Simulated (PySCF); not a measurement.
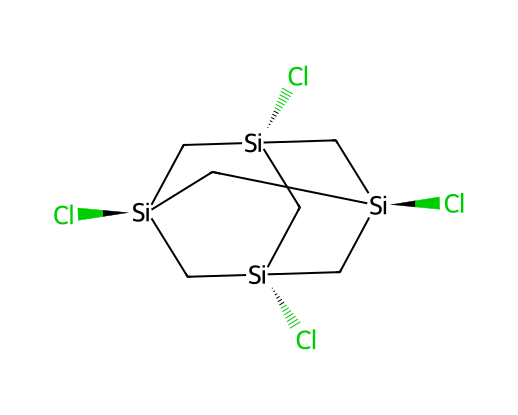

The geometry was computed by an optimisation with PBE0-D3(BJ)/def2-SVP. No frequency run is at hand to confirm it as a minimum. Properties computed with PBE0/def2-SVPD, gas phase (PySCF 2.14.0). Excitations: vertical, linear response.

**Give the brightest of the 10 lowest singlets at this level.**

6.81 eV.

**Give the HOMO energy (Kohn–Sham orbital) at this level.**

−8.41 eV.

**Give the HOMO–LUMO gap at this level.**

7.23 eV.

**What is the mean static polarisability?**

209.4 bohr³.
